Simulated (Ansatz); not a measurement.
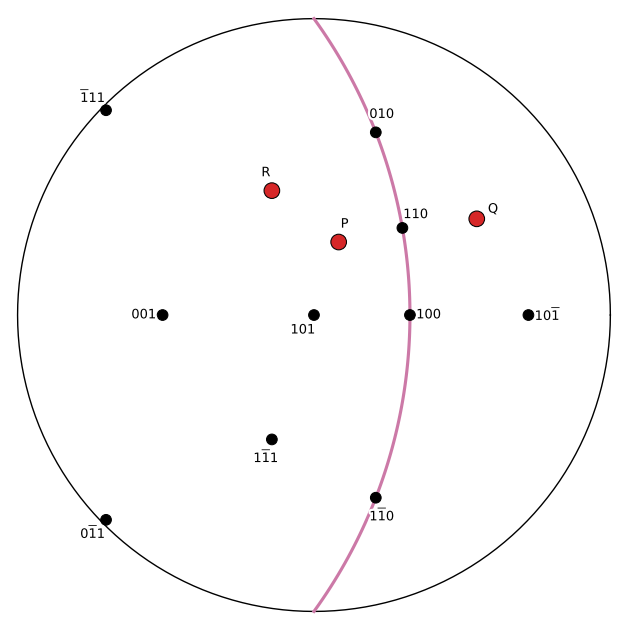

Stereographic projection of plane normals (upper hemisphere) centred on (1 0 1). Crystal: SbW, the end point of a relaxation at fixed volume with Ansatz 0.2.0, DFT PBEsol, scalar-relativistic, plane waves, PAW; the starting structure was generated, so it need not be a known form of this composition. Geometry calculated from the standardised cell; symmetry tolerance 0.002 Å.

a = 4.305 Å, b = 4.305 Å, c = 5.153 Å, α = 90.00°, β = 90.00°, γ = 120.00°.

Question: Index the poles marked P, Q, R.

Answer: P is (1 1 1), in four indices (1 1 −2 1), 29.1° from the centre; Q is (1 1 −1), in four indices (1 1 −2 −1), 65.1° from the centre; R is (0 1 1), in four indices (0 1 −1 1), 47.8° from the centre.

Question: Which zone does the coloured great circle trace?

Answer: The zone [0 0 1]: its poles satisfy l = 0.

Question: What is the angle between the normals of (1 0 0) and (0 −1 1), and what are their d_hkl = 1/|g|?

Answer: 113.9°; d = 3.728 Å and 3.021 Å.
